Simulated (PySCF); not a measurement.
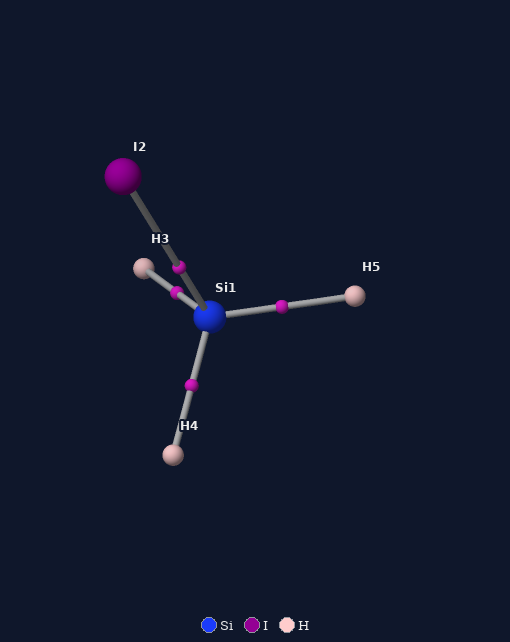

H3ISi. Molecular graph of the electron density (QTAIM): bond paths, bond critical points (magenta), ring points (cyan, if any); weak paths are dashed.

Computed with PySCF, PBE/def2-TZVP, geometry: GFN2-xTB. Core potentials replace the inner electrons of I; spin–orbit coupling isn't included. No frequency check shows the geometry to be a minimum. GFN2-xTB bond lengths at metals and heavier atoms can be off by up to 0.1 Å and shapes distorted, which carries into these values.

The calculation's input:

```python
import numpy as np
from pyscf import gto, scf, dft
from pyscf.scf import atom_ks, atom_hf
from scipy.linalg import block_diag

def solve(mol, dm0=None, hcore=None):
    mf = (dft.UKS if mol.spin else dft.RKS)(mol, xc='pbe')
    mf.grids.level = 3
    mf = mf.density_fit(auxbasis='def2-universal-jkfit')
    mf.conv_tol, mf.max_cycle = 1e-8, 80
    if hcore is not None:
        mf.get_hcore = lambda *args: hcore
    mf.kernel(dm0)
    if not mf.converged:
        mf = mf.newton().run(mf.mo_coeff, mf.mo_occ, max_cycle=30)
    assert mf.converged, 'SCF not converged'
    return mf

mol = gto.M(atom='''
Si     1.84697     0.00009    -0.00006
I     -0.61507     0.00000     0.00001
H      2.24729     1.11109    -0.84536
H      2.24660    -1.28919    -0.53881
H      2.24736     0.17667     1.38478
''', basis='def2-tzvp', ecp={'I': 'def2-tzvp'}, charge=0, spin=0, verbose=4)
mf = solve(mol)
mf.analyze()
# spherically averaged free atoms, for the promolecule
atom_ks.AtomSphAverageRKS.init_guess_by_vsap = lambda self, mol=None: self.init_guess_by_minao(mol)  # core potentials
atm = atom_ks.get_atm_nrks(mol, xc='pbe')
pro = block_diag(*[(atm[a[0]][2] * atm[a[0]][3]) @ atm[a[0]][2].T for a in mol._atom])
np.savez('result.npz', e=mf.e_tot, c=mf.mo_coeff, occ=mf.mo_occ, eps=mf.mo_energy, pro=pro, dip=mf.dip_moment(verbose=0), s2=mf.spin_square()[0])
```

Command:

```sh
OMP_NUM_THREADS=1 python input.py
```

The run took 19 s on 1 thread of Intel(R) Xeon(R) Platinum 8259CL CPU @ 2.50GHz (Skylake/Cascade Lake), on a shared host, peak memory 0.39 GiB.

Partitions, critical points and surface values were worked out afterwards from this run's density.

Q: How many critical points of each kind are there, and does the count close?

A: 5 nuclei, 4 bond, 0 ring and 0 cage critical points: 5 − 4 + 0 − 0 = 1, as the Poincaré–Hopf relation requires.

Q: What does the calculation give at each kind of bond critical point?

A:
```tsv
bond	length (Å)	ρ (a.u.)	∇²ρ (a.u.)	ε	H (a.u.)
Si1–H3 (3 alike)	1.452	0.128	+0.17	0.02	−0.081
Si1–I2	2.462	0.078	−0.06	0.00	−0.046
```

Q: What kind of interaction is Si1–H3?

A: Polar or intermediate (positive Laplacian, negative energy density H): ρ = 0.128, ∇²ρ = +0.17, H = −0.081 a.u.
